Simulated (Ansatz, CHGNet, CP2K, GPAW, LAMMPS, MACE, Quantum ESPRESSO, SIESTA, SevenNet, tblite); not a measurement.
# Quantum ESPRESSO on glassy 69SiO2-19Al2O3-6SrO-6Li2O (mol %) (106 atoms): settings compared

How far do other settings of Quantum ESPRESSO move the forces in glassy 69SiO2-19Al2O3-6SrO-6Li2O (mol %) (106 atoms)? One run of the same program serves as the yardstick.

Program: Quantum ESPRESSO 7.5. Level of theory: the method is named at each step. Results are calculated unless marked as measured.

### Step 1. Starting point

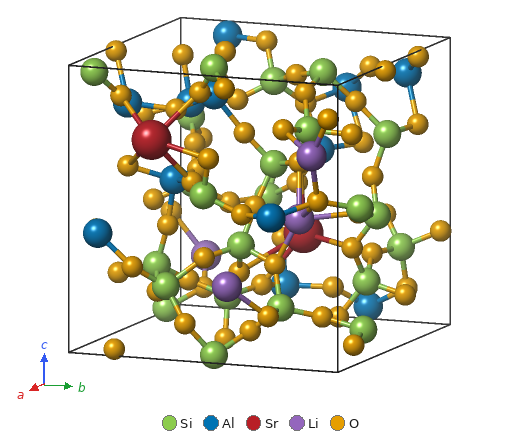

The starting structure, seen slightly off an axis (silicon green, aluminium blue, strontium red, lithium purple, oxygen orange). Bonds to atoms that aren't drawn are left out. Some periodic images of atoms are drawn too.

The cell holds 106 atoms: 22 Si, 12 Al, 2 Sr, 4 Li and 66 O. Its edges and angles: a = 10.593 Å, b = 10.593 Å, c = 10.593 Å, α = 90.0°, β = 90.0°, γ = 90.0°. 106 atoms (22 Si, 12 Al, 2 Sr, 4 Li, 66 O) placed at random at 3.07 g/cm³, melted at 4000 K for 10 ps at fixed volume with the Morse and Coulomb pair potential with partial charges (Pedone, Malavasi, Menziani, Cormack and Segre, J. Phys. Chem. B 110, 11780 (2006)). Quenched from 4000 K to 300 K at 50 K/ps and fixed volume, held 5 ps.

The yardstick, on the same geometry:

```
method                                           : Kohn-Sham DFT, PBE, SSSP efficiency 1.3.0 pseudopotentials, plane waves (Quantum ESPRESSO 7.5); sssp-pbe-1.3.0-efficiency, cutoffs 60/480 Ry, Γ point
r.m.s. force component                           : 1.372 eV/Å
longest force                                    : 5.821 eV/Å
pressure                                         : 7.086 GPa
gap (highest filled to lowest empty level) : 3.29 eV
time                                             : 4.2 min on 4 MPI ranks of Arm Neoverse V1, shared host
CPU time                                         : 17 min
```

### Step 2. PBE, gbrv-1.5, 40/200 Ry

Method: Kohn-Sham DFT, PBE, GBRV 1.5 ultrasoft pseudopotentials, plane waves.

Contents of pw.in:

```
&control
  calculation = 'scf'
  pseudo_dir = './pseudo'
  outdir = './tmp'
  disk_io = 'none'
  tprnfor = .true.
  tstress = .true.
/
&system
  ibrav = 0
  nat = 106
  ntyp = 5
  ecutwfc = 40
  ecutrho = 200
  nosym = .true.
  occupations = 'smearing'
  smearing = 'fd'
  degauss = 0.003675
/
&electrons
  conv_thr = 5.3e-07
  electron_maxstep = 100
  mixing_beta = 0.4
  mixing_mode = 'plain'
  diagonalization = 'david'
/
ATOMIC_SPECIES
Si 28.085 Si.upf
Al 26.982 Al.upf
Sr 87.620 Sr.upf
Li 6.940 Li.upf
O 15.999 O.upf
CELL_PARAMETERS angstrom
10.59320 0.00000 0.00000
0.00000 10.59320 0.00000
0.00000 0.00000 10.59320
ATOMIC_POSITIONS crystal
Si 0.74727 0.68179 0.16106
Si 0.13317 0.38035 0.42581
Si 0.36192 0.91756 0.71849
Si 0.75252 0.97896 0.52865
Si 0.53450 0.56813 0.61881
Si 0.62049 0.16968 0.25414
Si 0.27253 0.45919 0.85625
Si 0.84509 0.47558 0.99851
Si 0.43804 0.71130 0.93241
Si 0.87164 0.30778 0.23130
Si 0.47196 0.92515 0.45376
Si 0.89451 0.45648 0.56162
Si 0.67349 0.50362 0.35373
Si 0.13975 0.09629 0.68531
Si 0.69056 0.76042 0.77594
Si 0.36723 0.19812 0.49808
Si 0.89968 0.05378 0.96424
Si 0.48555 0.37729 0.13729
Si 0.66363 0.95442 0.08992
Si 0.33066 0.08404 0.04943
Si 0.10738 0.86220 0.27904
Si 0.38432 0.85015 0.20339
Al 0.64476 0.24406 0.56034
Al 0.42138 0.21193 0.78870
Al 0.22289 0.60926 0.62034
Al 0.18359 0.46377 0.13236
Al 0.01407 0.62283 0.80252
Al 0.64259 0.07034 0.81462
Al 0.62180 0.38252 0.86153
Al 0.03506 0.71073 0.04975
Al 0.96790 0.73817 0.51432
Al 0.97669 0.09845 0.41846
Al 0.12773 0.22693 0.97559
Al 0.14000 0.89848 0.89320
Sr 0.90923 0.27071 0.74424
Sr 0.35805 0.60524 0.35086
Li 0.93398 0.87483 0.73366
Li 0.99583 0.58671 0.26894
Li 0.06234 0.11958 0.19048
Li 0.69913 0.73149 0.46513
O 0.37242 0.80532 0.82610
O 0.96561 0.22265 0.30842
O 0.37587 0.98994 0.16562
O 0.08958 0.00230 0.34132
O 0.79713 0.11004 0.86899
O 0.47986 0.26283 0.57061
O 0.99024 0.96036 0.87724
O 0.62162 0.91885 0.48722
O 0.38560 0.16838 0.94609
O 0.58644 0.70601 0.88471
O 0.53488 0.38748 0.99766
O 0.73457 0.56412 0.07116
O 0.41470 0.07176 0.44123
O 0.35059 0.44685 0.15950
O 0.09972 0.74548 0.89806
O 0.71468 0.10164 0.61012
[... 46 atom lines left out ...]
O 0.49852 0.23702 0.18638
O 0.69879 0.64088 0.30104
O 0.38515 0.60480 0.59984
O 0.36551 0.58114 0.90232
K_POINTS gamma
```

Run with:

```console
> OMP_NUM_THREADS=1 mpirun -np 2 pw.x -in pw.in > output.txt
```

What it wrote:

```text
Program PWSCF
     gamma-point specific algorithms are used
     Parallelization info
     sticks:   dense  smooth     PW     G-vecs:    dense   smooth      PW
     Min        3188    2547    639               191788   136987   17227
     Max        3189    2550    642               191791   136990   17230
     Sum        6377    5097   1281               383579   273977   34457
     bravais-lattice index     =            0
     lattice parameter (alat)  =      20.0182  a.u.
     unit-cell volume          =    8021.9161 (a.u.)^3
     number of atoms/cell      =          106
     number of atomic types    =            5
     number of electrons       =       552.00
     number of Kohn-Sham states=          331
     kinetic-energy cutoff     =      40.0000  Ry
     charge density cutoff     =     200.0000  Ry
     scf convergence threshold =      5.3E-07
     mixing beta               =       0.4000
     number of iterations used =            8  plain     mixing
     Exchange-correlation= SLA  PW   PBE  PBE
                           (   1   4   3   4   0   0   0)
     crystal axes: (cart. coord. in units of alat)
               a(1) = (   1.000000   0.000000   0.000000 )
               a(2) = (   0.000000   1.000000   0.000000 )
               a(3) = (   0.000000   0.000000   1.000000 )
     reciprocal axes: (cart. coord. in units 2 pi/alat)
               b(1) = (  1.000000  0.000000  0.000000 )
               b(2) = (  0.000000  1.000000  0.000000 )
               b(3) = (  0.000000  0.000000  1.000000 )
     PseudoPot. # 1 for Si:
     Pseudo is Ultrasoft + core correction, Zval =  4.0
     PseudoPot. # 2 for Al:
     Pseudo is Ultrasoft + core correction, Zval =  3.0
     PseudoPot. # 3 for Sr:
     Pseudo is Ultrasoft + core correction, Zval = 10.0
     PseudoPot. # 4 for Li:
     Pseudo is Ultrasoft, Zval =  3.0
     PseudoPot. # 5 for O :
     Pseudo is Ultrasoft + core correction, Zval =  6.0
     atomic species   valence    mass     pseudopotential
     Si                4.00    28.08500     Si( 1.00)
     Al                3.00    26.98200     Al( 1.00)
     Sr               10.00    87.62000     Sr( 1.00)
     Li                3.00     6.94000     Li( 1.00)
     O                 6.00    15.99900     O ( 1.00)
     No symmetry found
   Cartesian axes
     number of k points=     1  Fermi-Dirac smearing, width (Ry)=  0.0037
                       cart. coord. in units 2pi/alat
        k(    1) = (   0.0000000   0.0000000   0.0000000), wk =   2.0000000
     Dense  grid:   191790 G-vectors     FFT dimensions: (  96,  96,  96)
     Smooth grid:   136989 G-vectors     FFT dimensions: (  81,  81,  81)
     Check: negative core charge=   -0.000002
     Initial potential from superposition of free atoms
     starting charge     550.0853, renormalised to     552.0000
     negative rho (up, down):  1.286E-01 0.000E+00
     Starting wfcs are  446 randomized atomic wfcs
     Self-consistent Calculation
     iteration #  1     ecut=    40.00 Ry     beta= 0.40
     negative rho (up, down):  1.294E-01 0.000E+00
     total energy              =   -2626.70921824 Ry
     estimated scf accuracy    <      26.54095940 Ry
     iteration #  2     ecut=    40.00 Ry     beta= 0.40
     negative rho (up, down):  1.310E-01 0.000E+00
     total energy              =   -2632.27199887 Ry
     estimated scf accuracy    <       0.91868813 Ry
     iteration #  3     ecut=    40.00 Ry     beta= 0.40
     negative rho (up, down):  1.330E-01 0.000E+00
     total energy              =   -2632.30335211 Ry
     estimated scf accuracy    <       0.33219962 Ry
     iteration #  4     ecut=    40.00 Ry     beta= 0.40
     negative rho (up, down):  1.337E-01 0.000E+00
     total energy              =   -2632.34086509 Ry
     estimated scf accuracy    <       0.04851100 Ry
     iteration #  5     ecut=    40.00 Ry     beta= 0.40
     negative rho (up, down):  1.336E-01 0.000E+00
     total energy              =   -2632.34209989 Ry
     estimated scf accuracy    <       0.00583578 Ry
     iteration #  6     ecut=    40.00 Ry     beta= 0.40
[...]
total energy              =   -2632.34424799 Ry
     estimated scf accuracy    <       0.00069417 Ry
     iteration #  7     ecut=    40.00 Ry     beta= 0.40
[...]
total energy              =   -2632.34444426 Ry
     estimated scf accuracy    <       0.00004628 Ry
     iteration #  8     ecut=    40.00 Ry     beta= 0.40
[...]
total energy              =   -2632.34446096 Ry
     estimated scf accuracy    <       0.00000898 Ry
     iteration #  9     ecut=    40.00 Ry     beta= 0.40
[...]
total energy              =   -2632.34446194 Ry
     estimated scf accuracy    <       0.00000204 Ry
     iteration # 10     ecut=    40.00 Ry     beta= 0.40
     negative rho (up, down):  1.335E-01 0.000E+00
     End of self-consistent calculation
          k = 0.0000 0.0000 0.0000 ( 17229 PWs)   bands (ev):
   -39.3164 -38.6929 -38.6242 -37.9890 -28.9993 -27.6985 -15.8663 -15.4799
   -15.4179 -15.0104 -14.9171 -14.8031 -14.6789 -14.5422 -14.5106 -14.4731
   -14.3443 -14.2240 -14.1323 -14.0873 -14.0029 -13.9116 -13.8846 -13.8099
   -13.7032 -13.6915 -13.6694 -13.6265 -13.5761 -13.5461 -13.4742 -13.4071
   -13.2965 -13.2564 -13.2074 -13.1673 -13.1251 -13.0700 -13.0260 -13.0214
   -12.9997 -12.9192 -12.8905 -12.8404 -12.8183 -12.7530 -12.7311 -12.6868
[...]
12.6741  12.7143  12.7654  12.8358  12.8754  12.9206  12.9457  13.0422
    13.0921  13.1312  13.2011  13.2611  13.2702  13.3159  13.3312  13.4242
    13.4759  13.5565  13.6193  13.6916  13.7312  13.7580  13.8527  13.8670
    13.9441  14.0145  14.0379
     the Fermi energy is     6.8944 ev
!    total energy              =   -2632.34446270 Ry
     estimated scf accuracy    <       0.00000015 Ry
     smearing contrib. (-TS)   =      -0.00000000 Ry
     internal energy E=F+TS    =   -2632.34446270 Ry
     The total energy is F=E-TS. E is the sum of the following terms:
     one-electron contribution =    -972.29943894 Ry
     hartree contribution      =     808.57501509 Ry
     xc contribution           =    -693.17502482 Ry
     ewald contribution        =   -1775.44501402 Ry
     convergence has been achieved in  10 iterations
     negative rho (up, down):  1.335E-01 0.000E+00
     Forces acting on atoms (cartesian axes, Ry/au):
     atom    1 type  1   force =     0.01969145    0.04466760   -0.03190815
     atom    2 type  1   force =     0.10481933    0.04461429    0.01294569
     atom    3 type  1   force =     0.02650003    0.03684889    0.04615662
     atom    4 type  1   force =     0.09470471    0.03973063   -0.08232512
     atom    5 type  1   force =     0.04425950    0.03694980    0.05379192
     atom    6 type  1   force =     0.05336005    0.10185251    0.02450023
[...]
atom  104 type  5   force =     0.01440708    0.11563559    0.04926796
     atom  105 type  5   force =     0.04223521    0.00585516   -0.02613063
     atom  106 type  5   force =    -0.02184040   -0.05871945    0.02537310
     Total force =     0.941440     Total SCF correction =     0.000839
     Computing stress (Cartesian axis) and pressure
     negative rho (up, down):  1.335E-01 0.000E+00
          total   stress  (Ry/bohr**3)                   (kbar)     P=       72.46
   0.00042118   0.00014385   0.00015009           61.96       21.16       22.08
   0.00014385   0.00063820  -0.00014680           21.16       93.88      -21.60
   0.00015009  -0.00014680   0.00041841           22.08      -21.60       61.55
     Message from routine punch:
     Nothing written, as per user request (disk_io='none')
```

Elapsed: 3.2 min, on 2 MPI ranks of Arm Neoverse V1, shared host; peak memory 1.5 GiB; 6.3 min of CPU time.

Banners, paths, timers and routine set-up lines are dropped from the logs unmarked, and long logs keep their key lines alone; longer cuts are marked.

Numbers from this run, and their distance from the reference:

| Item | Value |
| --- | --- |
| r.m.s. force component | 1.357 eV/Å |
| r.m.s. difference of force components | 29.5 meV/Å |
| longest difference of force vectors | 124.8 meV/Å |
| force difference over r.m.s. force | 2.15 % |
| slope of forces against the reference's | 0.9891 |
| correlation of force components | 0.9998 |
| gap (highest filled to lowest empty level) | 3.305 eV |
| gap difference | 0.0147 eV |
| pressure | 7.246 GPa |
| pressure difference | 0.16 GPa |

Length of the force difference by element (eV/Å):

```csv
element,atoms,mean,most
Al,12,0.025,0.054
Li,4,0.0044,0.0049
O,66,0.049,0.12
Si,22,0.045,0.085
Sr,2,0.0072,0.0094
```

Levels nearest the highest filled one (eV from it): -1.02, -0.98, -0.86, -0.82, -0.81, -0.72, -0.64, -0.47, -0.42, -0.41, -0.03, 0.00, 3.30, 4.35, 4.61, 4.69, 4.85, 5.19, 5.23, 5.40, 5.44, 5.60, 5.77, 5.80.

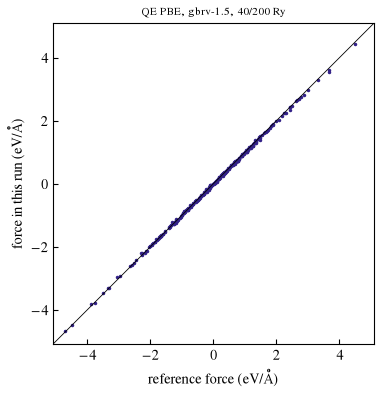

Force components against those of the reference; the line marks equality.

A closer look about Al30, which has 5 bonded neighbours where the commonest count for Al is 4: 9 atoms, nearest first, numbered in the order of the input, with positions taken from that point.

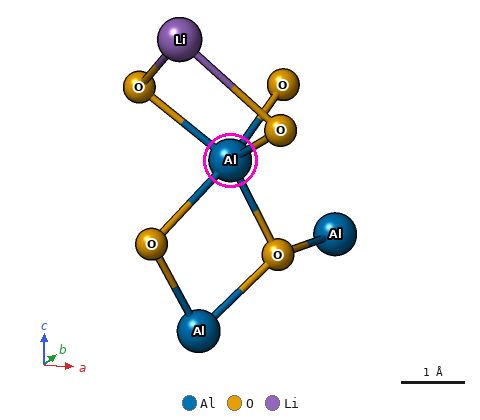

The atoms of the table, within 2.8 Å (arrows a, b, c point along x, y, z); some may hide others; the central atom is ringed.

```csv
atom,x,y,z,distance (Å),bonds,Fx,Fy,Fz (eV/Å)
Al30,0.00,0.00,0.00,0.00,5,-1.64,1.00,1.85
O92,1.15,-0.91,0.84,1.69,3,0.97,-2.51,1.20
O55,0.68,0.37,-1.61,1.79,3,-0.84,-1.97,-0.89
O82,-1.49,-0.14,1.13,1.87,3,2.34,0.48,0.38
O63,0.34,1.66,0.85,1.90,2,-0.11,-0.38,-0.16
O77,-0.80,-1.59,-1.05,2.06,3,1.21,0.72,-0.50
Li38,-0.42,-1.31,2.32,2.70,4,0.05,0.44,-0.04
Al27,-0.22,-0.93,-2.62,2.79,4,-0.73,-0.35,-1.78
Al34,1.11,1.99,-1.66,2.82,4,0.65,1.54,0.27
```

Forces lie 2.1 % from the reference's, at 0.38 times its CPU time (on 2 against 4 cores).

### Step 3. Results

```
force difference from the reference : QE PBE, gbrv-1.5, 40/200 Ry, 2.1 %
its CPU time                        : 6.3 min
```

In words: PBE on plane waves or a grid with other potentials, cutoffs or grids differs from the reference by 2.1 % (QE PBE, gbrv-1.5, 40/200 Ry) of the r.m.s. force; this holds the reference's own error, so differences of a few per cent don't tell which side is nearer the exact PBE result. One electronic-structure run takes under half the reference's CPU time: QE PBE, gbrv-1.5, 40/200 Ry, at 2.1 % in 6.3 min against 17 min. PBE gaps agree with the reference's 3.29 eV within 0.015 eV. The reference's pressure holds the uncorrected Pulay stress of its 60 Ry basis, so small pressure differences, and their order, may be the reference's own error. The quench rate of 50 K/ps is many orders above laboratory rates, so the cell is likely richer in defects and strain than a real sample. The network of bonds at the start is that of the classical potential that made the cell, and needn't be the one that DFT or experiment would give. The reference's stress is far from hydrostatic: its diagonal is 6.0, 9.2, 6.0 GPa, compression counted positive. The electronic-structure runs sample only Γ, in a cell whose shortest periodic width is 11 Å.

[Also dropped from logs without a mark: logging warnings of Python, and SIESTA's first energy breakdown and zero terms.]

[Logs are printed without paths, hosts, clocks, repeated set-up lines and the standing remarks that a program may print on its own settings, such as how far it seeks lower states.]

[Hosts, paths, dates, database ids (printed as entryN), source tags and the programs' standing remarks are cut or masked in the printed files.]
